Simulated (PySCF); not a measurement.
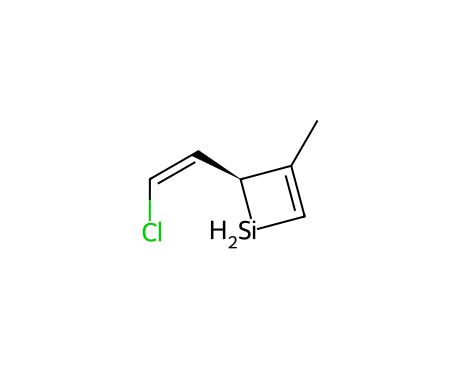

Computed geometry: GFN2-xTB optimisation. No frequency run is at hand to confirm it as a minimum. Level of theory: CAM-B3LYP/def2-SVPD, gas phase (PySCF 2.14.0). Excitations: vertical, linear response.

> What is the lowest vertical singlet excitation?

5.92 eV.

> What is the HOMO energy (Kohn–Sham orbital)?

−7.97 eV.

> Estimate the dipole moment.

1.96 D.

> What is the mean static polarisability?

110.5 bohr³.

The geometry is semi-empirical. Around Si such bond lengths and angles can be off by a tenth of an ångström or more and by several degrees, and values that hang on the shape move with them.
